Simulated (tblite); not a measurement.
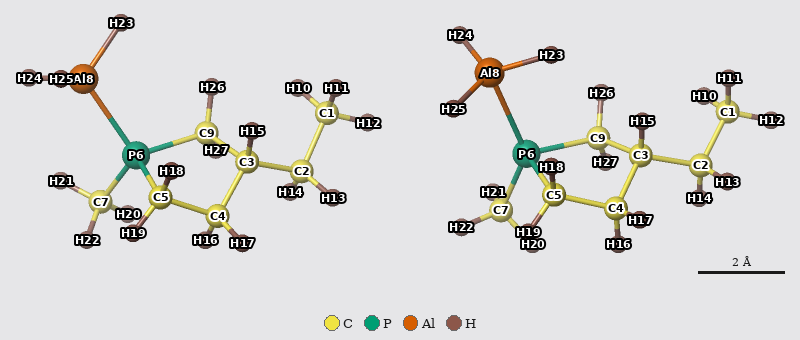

Two geometries of C7H18AlP, drawn at one scale. One is the start of a relaxation, the other its converged end. The picture is a ball-and-stick view, seen face on.

All numbers below come from GFN2-xTB geometry optimisation, gas phase in tblite 0.8.0. 

### Which of the two is the end point?

The right one is the relaxed one. The atom that moves furthest after the best rigid fit is H23 (1.62 Å). Largest moves by element: H 1.62 Å, Al 0.60 Å, C 0.34 Å, P 0.29 Å. Among the contacts that change: P6–Al8 2.253 → 2.472 Å, Al8–H24 1.620 → 1.565 Å, C7–H22 1.130 → 1.089 Å, P6–C7 1.807 → 1.844 Å. Bond angles that change, for instance: C7–P6–Al8 112.9° → 140.3°, P6–Al8–H25 114.8° → 96.7°, C5–P6–Al8 113.8° → 96.6°. Groups turn about P6–C7 by about 55°, P6–Al8 by about 40°. The energy falls by 31.4 kcal/mol in 211 geometry steps. The run took 2.6 s on 1 thread of Intel(R) Xeon(R) Platinum 8488C, on a shared host.
